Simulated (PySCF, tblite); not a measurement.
# C₃H₈ClSi radical: geometry, infrared bands and EPR parameters

Aim: predict the infrared bands and EPR parameters of C₃H₈ClSi radical (`C[Si](C)CCl`).

Computed with tblite 0.8.0 and PySCF 2.14.0, with density-fitted response routines of our own, on a single molecule in the gas phase. Atoms count from 0, in the outputs and in this text.

**1. The starting structure**

13 atoms, charge 0, multiplicity 2; geometry from: force field or distance geometry start.

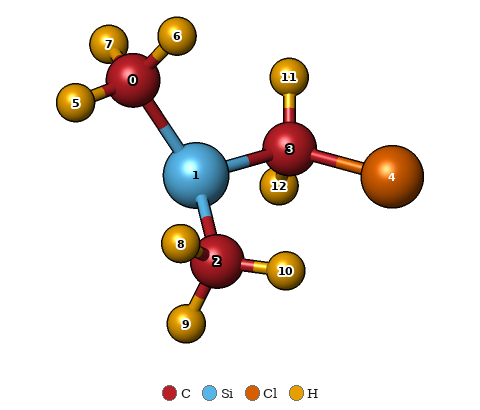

The starting geometry (carbon red, silicon blue, chlorine orange, hydrogen amber), atoms numbered.

**2. Optimising the geometry with GFN2-xTB**

Job settings and geometry (Å):

```
{"job": {"kind": "relax", "xc": "GFN2-xTB", "basis": "xTB"}, "charge": 0, "multiplicity": 2}
C     -1.269500    -1.299900    -0.117400
Si    -0.066600    -0.030200     0.435600
C     -0.495900     1.700300     0.060000
C      1.708800    -0.470300     0.179500
Cl     2.537600     0.583100    -0.953600
H     -2.304300    -0.983000     0.138500
H     -1.145300    -1.475300    -1.211200
H     -1.035600    -2.242900     0.428300
H     -1.524500     1.702600    -0.385000
H     -0.585500     2.260200     1.026500
H      0.149300     2.215100    -0.657700
H      1.817500    -1.542500    -0.147600
H      2.209800    -0.416700     1.186600
```

Command:

```bash
$ OMP_NUM_THREADS=1 python probes_run.py task.json out
```

One launch serves the whole session: the jobs run in the order shown.

Standard output:

```text
step      E/eV     max force
  0    -453.89990    2.529
  1    -454.12886    0.936
  2    -454.18992    0.645
  3    -454.23754    0.658
  4    -454.30513    0.528
  5    -454.33036    0.368
  6    -454.34418    0.261
  7    -454.35533    0.291
  8    -454.36383    0.224
  9    -454.36906    0.215
 10    -454.37155    0.135
 11    -454.37314    0.110
 12    -454.37486    0.121
 13    -454.37695    0.198
 14    -454.37977    0.248
 15    -454.38352    0.241
 16    -454.38785    0.160
 17    -454.39171    0.167
 18    -454.39435    0.138
 19    -454.39607    0.096
 20    -454.39714    0.082
 21    -454.39775    0.060
 22    -454.39819    0.066
 23    -454.39863    0.062
 24    -454.39919    0.069
 25    -454.39991    0.080
 26    -454.40076    0.074
 27    -454.40160    0.070
 28    -454.40228    0.073
 29    -454.40282    0.072
 30    -454.40342    0.076
 31    -454.40440    0.092
 32    -454.40617    0.146
 33    -454.40900    0.202
 34    -454.41294    0.235
 35    -454.41841    0.224
 36    -454.42473    0.188
 37    -454.43249    0.188
 38    -454.44017    0.218
 39    -454.44504    0.214
 40    -454.39897    0.869
 41    -454.45003    0.182
 42    -454.45222    0.116
 43    -454.45509    0.090
 44    -454.45934    0.132
 45    -454.46066    0.132
 46    -454.46355    0.114
 47    -454.46560    0.087
 48    -454.46692    0.103
 49    -454.46692    0.205
 50    -454.46814    0.065
 51    -454.46869    0.053
 52    -454.46974    0.076
 53    -454.47020    0.070
 54    -454.47081    0.061
 55    -454.47151    0.081
 56    -454.47258    0.085
 57    -454.47366    0.085
 58    -454.47453    0.072
 59    -454.47494    0.149
 60    -454.47574    0.051
 61    -454.47623    0.039
 62    -454.47686    0.044
 63    -454.47713    0.040
 64    -454.47753    0.048
 65    -454.47777    0.046
 66    -454.47811    0.041
 67    -454.47845    0.050
 68    -454.47878    0.053
 69    -454.47900    0.036
 70    -454.47912    0.021
 71    -454.47920    0.020
 72    -454.47928    0.029
 73    -454.47936    0.031
 74    -454.47943    0.022
 75    -454.47950    0.020
 76    -454.47957    0.020
 77    -454.47963    0.020
 78    -454.47969    0.021
 79    -454.47978    0.027
 80    -454.47990    0.030
 81    -454.48009    0.033
 82    -454.48041    0.048
 83    -454.48090    0.063
 84    -454.48159    0.080
 85    -454.48255    0.102
 86    -454.48381    0.103
 87    -454.48486    0.067
 88    -454.48533    0.047
 89    -454.48531    0.062
 90    -454.48509    0.115
 91    -454.48557    0.030
 92    -454.48565    0.022
 93    -454.48577    0.026
 94    -454.48591    0.029
 95    -454.48597    0.011
 96    -454.48599    0.007
```

Run time: 0.47 s. Hardware: 1 thread of Arm Neoverse V2, shared host; peak memory 0.18 GiB.

Along the way: (not every step is listed) (the energy doesn't fall at every step)

| step | energy from step 0 (eV) | largest force (eV/Å) |
| --- | --- | --- |
| 0 | 0.0000 | 2.5288 |
| 1 | -0.2290 | 0.9355 |
| 2 | -0.2900 | 0.6446 |
| 3 | -0.3376 | 0.6583 |
| 4 | -0.4052 | 0.5279 |
| 5 | -0.4305 | 0.3682 |
| 6 | -0.4443 | 0.2612 |
| 7 | -0.4554 | 0.2910 |
| 8 | -0.4639 | 0.2236 |
| 16 | -0.4880 | 0.1604 |
| 24 | -0.4993 | 0.0691 |
| 32 | -0.5063 | 0.1456 |
| 40 | -0.4991 | 0.8693 |
| 48 | -0.5670 | 0.1029 |
| 56 | -0.5727 | 0.0845 |
| 64 | -0.5776 | 0.0481 |
| 72 | -0.5794 | 0.0293 |
| 80 | -0.5800 | 0.0302 |
| 88 | -0.5854 | 0.0474 |
| 91 | -0.5857 | 0.0297 |
| 92 | -0.5858 | 0.0223 |
| 93 | -0.5859 | 0.0257 |
| 94 | -0.5860 | 0.0291 |
| 95 | -0.5861 | 0.0111 |
| 96 | -0.5861 | 0.0075 |

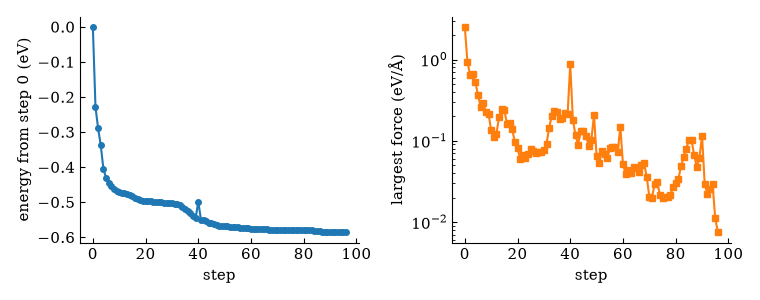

Energy and force, step by step.

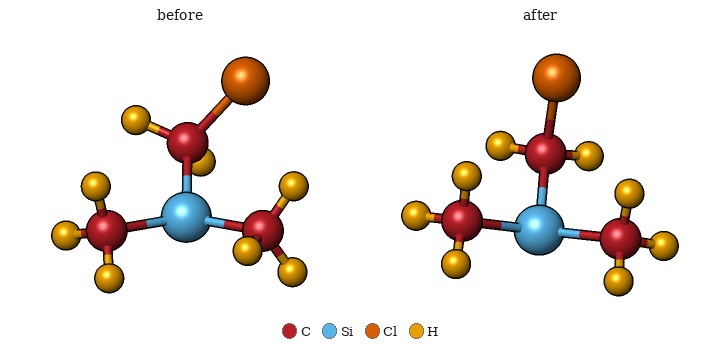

Before and after, at one scale.

Close pairs (by a distance rule), those that changed most:

| bond | before (Å) | after (Å) | change (Å) |
| --- | --- | --- | --- |
| Si1–C2 | 1.822 | 1.903 | +0.081 |
| C0–Si1 | 1.834 | 1.903 | +0.069 |
| Si1–C3 | 1.847 | 1.916 | +0.069 |
| C3–Cl4 | 1.755 | 1.809 | +0.054 |
| C3–H11 | 1.126 | 1.087 | -0.039 |
| C3–H12 | 1.126 | 1.087 | -0.039 |
| C2–H8 | 1.121 | 1.086 | -0.035 |
| C2–H9 | 1.121 | 1.086 | -0.034 |

The end geometry stands in the next job.

**3. Harmonic vibrations with GFN2-xTB**

Job settings and geometry (Å):

```
{"job": {"kind": "ir", "xc": "GFN2-xTB", "basis": "xTB"}, "charge": 0, "multiplicity": 2}
C     -1.214879    -1.318713    -0.353414
Si    -0.190511    -0.086217     0.673469
C     -0.545732     1.727770     0.219593
C      1.675113    -0.448116     0.432137
Cl     2.124059    -0.213393    -1.304817
H     -2.280662    -1.160761    -0.219719
H     -0.989674    -1.201705    -1.412301
H     -0.994877    -2.346668    -0.080862
H     -1.598613     1.968081     0.331117
H      0.020188     2.416591     0.840147
H     -0.269145     1.913182    -0.817214
H      1.945428    -1.472601     0.674874
H      2.314915     0.223036     0.999261
```

Standard output:

```text
mode    cm-1     km/mol
  1      55.9      1.61
  2     102.6      1.52
  3     105.3      0.25
  4     115.6      0.38
  5     170.0      0.85
  6     170.9      4.26
  7     262.9     14.90
  8     615.4      1.21
  9     641.0      4.12
 10     693.1      3.56
 11     727.4     18.92
 12     761.6     24.24
 13     789.8      0.73
 14     830.4    120.22
 15     841.8     89.86
 16     853.3    115.10
 17    1091.1      9.77
 18    1182.5     15.27
 19    1356.4     10.65
 20    1362.7      6.07
 21    1431.5      2.54
 22    1469.0      0.02
 23    1473.1      2.22
 24    1478.0      0.98
 25    1482.6      1.28
 26    2997.0      3.44
 27    3000.5     14.57
 28    3001.2     29.11
 29    3002.6      8.54
 30    3040.4     14.36
 31    3043.2     13.03
 32    3046.0      1.55
 33    3049.1     42.58
```

It took 0.31 s on 1 thread of Arm Neoverse V2, shared host; peak memory 0.18 GiB.

Which atoms move in the most intense modes:

| cm⁻¹ | km/mol | atoms |
| --- | --- | --- |
| 727 | 18.9 | Si1 28 %, C3 22 %, C2 13 %, C0 13 % |
| 762 | 24.2 | Si1 19 %, C0 15 %, C2 15 %, H8 11 % |
| 830 | 120.2 | Si1 22 %, H7 18 %, H9 17 %, C0 10 % |
| 842 | 89.9 | H10 21 %, H6 21 %, H5 14 %, H8 13 % |
| 853 | 115.1 | H9 17 %, H7 16 %, Si1 13 %, H8 13 % |
| 1182 | 15.3 | H11 42 %, H12 42 %, C3 14 % |
| 3001 | 29.1 | H6 36 %, H10 32 %, H11 20 % |
| 3049 | 42.6 | H5 48 %, H8 44 % |

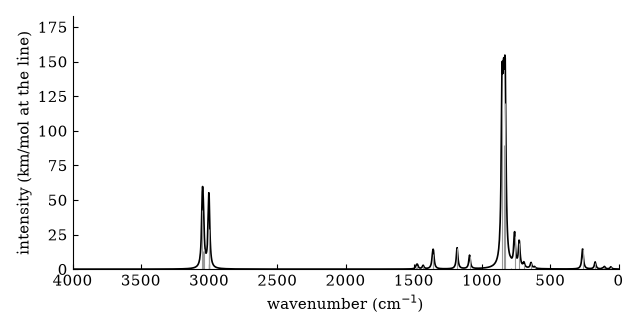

The infrared spectrum from these modes, unscaled. Lines are broadened to a width of 14 cm⁻¹ (Lorentzian).

**4. g tensor and hyperfine couplings: B3LYP/pcH-1**

Same as in step 3 but for these lines:

```diff
@@ -1,2 +1,2 @@
-{"job": {"kind": "ir", "xc": "GFN2-xTB", "basis": "xTB"}, "charge": 0, "multiplicity": 2}
+{"job": {"kind": "epr", "basis": "pcH-1"}, "charge": 0, "multiplicity": 2}
 C     -1.214879    -1.318713    -0.353414
```

Level: UKS B3LYP, pcH-1 on C Cl H Si, non-relativistic, mean-field spin-orbit, GIAO.

Standard output:

```text
UKS, coarse grid
  cycle   1  E = -868.76706650  |g| = 3.83e-01
  cycle   2  E = -868.74087297  |g| = 4.33e-01
  cycle   3  E = -868.83622288  |g| = 3.93e-02
  cycle   4  E = -868.83682620  |g| = 2.02e-02
  cycle   5  E = -868.83702164  |g| = 6.01e-03
  cycle   6  E = -868.83704057  |g| = 2.12e-03
  cycle   7  E = -868.83704268  |g| = 4.79e-04
UKS, final grid
  cycle   1  E = -868.83705421  |g| = 5.01e-04
  cycle   2  E = -868.83705418  |g| = 5.97e-04
  cycle   3  E = -868.83705434  |g| = 6.09e-05
  cycle   4  E = -868.83705434  |g| = 1.99e-05
E = -868.83705434 Eh   <S^2> = 0.7515 (exact 0.7500)
g shifts (ppm)      1          2          3
  rmc          -151       -151       -151
  gc              2         72         63
  oz_so         172       1131       2434
  total          22       1051       2346
hyperfine (MHz)  atom isotope    a_iso     a_fc   dipolar eigenvalues
    0   13C      31.76      31.75     -4.29     -4.11      8.40
    1  29Si    -453.15    -454.06   -164.80     82.39     82.41
    2   13C      31.67      31.65     -4.29     -4.10      8.40
    3   13C      72.72      72.70     -4.15     -2.13      6.28
    4  35Cl      17.80      17.51    -11.67    -10.19     21.86
    5    1H       0.46       0.46     -4.28     -2.42      6.71
    6    1H      53.69      53.69     -3.95      0.05      3.90
    7    1H       1.16       1.16     -4.30     -2.48      6.78
    8    1H      -0.29      -0.30     -4.23     -2.37      6.60
    9    1H       1.95       1.95     -4.33     -2.52      6.85
   10    1H      53.40      53.39     -3.95      0.06      3.90
   11    1H      -2.01      -2.00     -4.18     -2.15      6.33
   12    1H      -1.98      -1.97     -4.19     -2.16      6.34
```

Wall time 42 s (1 thread of Arm Neoverse V2, shared host); peak memory 0.76 GiB.

Principal g values 2.00234, 2.00337, 2.00467; g(iso) = 2.00346, against 2.00232 for a free electron.

Hyperfine couplings; where a row names several nuclei, a(iso) is their mean (it holds for fast rotation or exchange) and the dipolar term the largest among them:

| nuclei | isotope | a(iso) (MHz) | a(iso) (G, at g = 2.0023) | largest dipolar term (MHz) |
| --- | --- | --- | --- | --- |
| Si1 | 29Si | -453.2 | -161.7 | -164.8 |
| C3 | 13C | 72.7 | 25.9 | 6.3 |
| C0, C2 | 13C | 31.7 | 11.3 | 8.4 |
| H5, H6, H7, H8, H9, H10 | 1H | 18.4 | 6.6 | 6.9 |
| Cl4 | 35Cl | 17.8 | 6.3 | 21.9 |
| H11, H12 | 1H | -2.0 | -0.7 | 6.3 |

Mulliken spin populations:

C0 0.00; Si1 0.91; C2 0.00; C3 0.00; Cl4 0.05; H5 0.00; H6 0.03; H7 0.00; H8 0.00; H9 0.00; H10 0.03; H11 0.00; H12 0.00

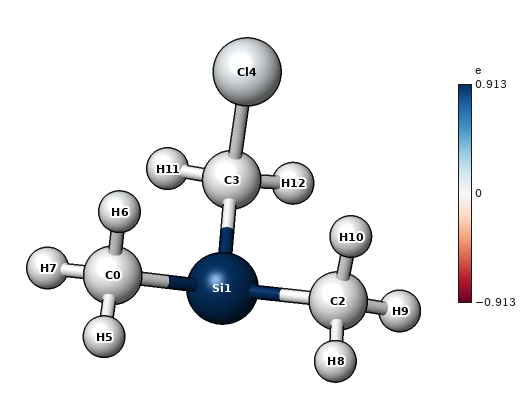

Mulliken spin populations, as colours on the atoms.

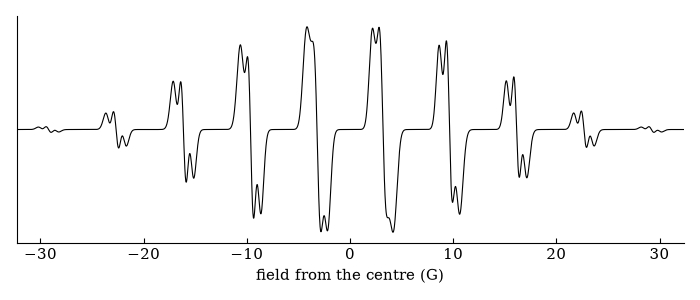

First-order isotropic spectrum (first derivative, main isotopes with spin only, couplings over 0.8 MHz, Gaussian width 0.3 G; couplings of the frozen geometry, rotation of groups not averaged beyond the rows shown).

Orbitals, density, ELF and potential are computed afterwards from the orbital file.

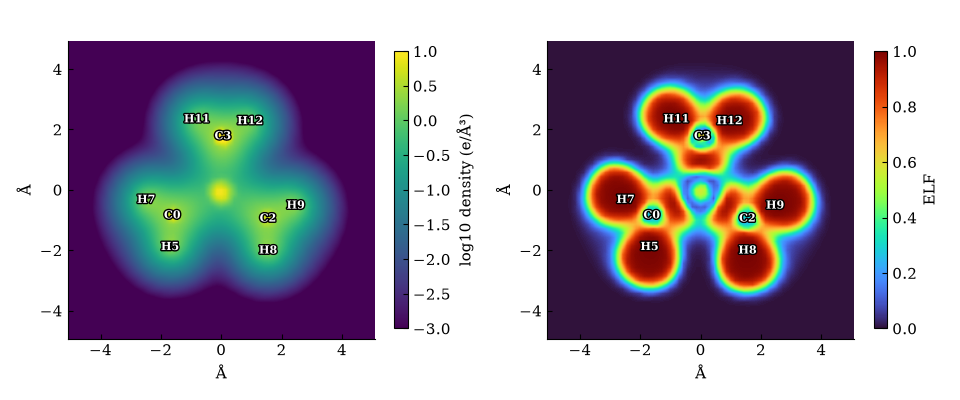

Density (left) and ELF (right) in a plane through or near 9 of the atoms.

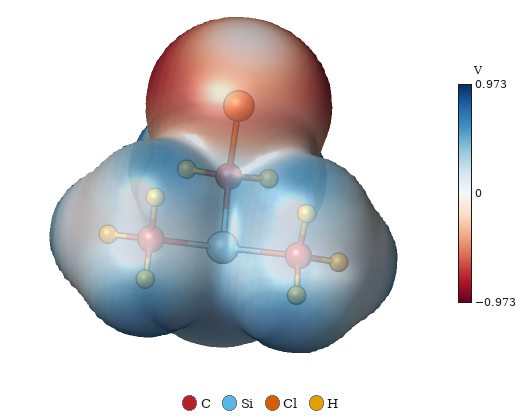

The potential that a unit positive charge feels on the 0.002 e/bohr³ surface, from -0.77 V near Cl4 to 0.97 V near H12.

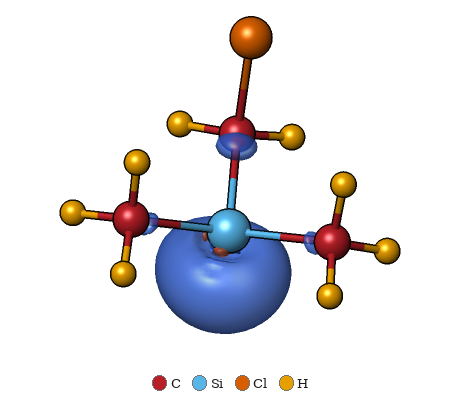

Spin density at ±0.05 e/Å³ (alpha excess blue, beta excess red).

**5. Outcome**

```
                                                                  quantity                    value
                                 strongest single infrared mode (GFN2-xTB)     830 cm⁻¹, 120 km/mol
                                              zero-point energy (GFN2-xTB)            63.2 kcal/mol
                                                            g(iso) (B3LYP)                  2.00346
                                                                      ⟨S²⟩       0.752 (exact 0.75)
                                        largest a(iso) (averaged by class)  29Si on Si1, -453.2 MHz
potential on the surface of density 0.002 e/bohr³, 1st and 99th percentile       -0.77 V and 0.97 V
```

In words: Over 96 steps the energy fell by 0.586 eV; of the close pairs, Si1–C2 changed most, 1.822 to 1.903 Å. All 33 modes are real, so the xTB geometry is a minimum. The strongest single mode, at 830 cm⁻¹, is spread over many atoms; the largest shares are those of Si1, H7, H9. GFN2-xTB is a fitted tight-binding method: band positions and strengths are rough. Its intensities can rank the bands wrongly. Most of the unpaired spin sits on Si1 (0.91 e). The isotropic g lies 1.1 ppt above the free-electron value. These values are for one conformer; the search (at its own cheap level) found 1 more, at 1.40 kcal/mol, and measured spectra average over such forms.
